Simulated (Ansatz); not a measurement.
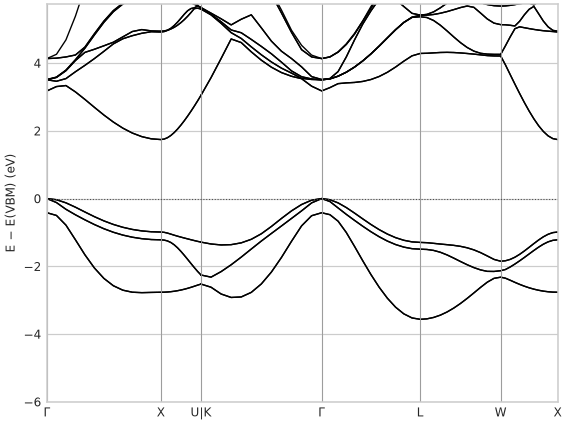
Figure. Band structure from PBEsol with spin–orbit coupling (plane waves, PAW; program Ansatz)

### Question
Read off the gap and where the band edges lie.

### Answer
About 1.7 eV (1.74 eV by a search for the band edges); maximum at Γ, minimum at X.

The material is CaSe (rock salt, space group No. 225).

Space group Fm-3m (rock salt). The PBEsol relaxation kept the symmetry of its start.

Potentials: the later of the program's two PAW sets.
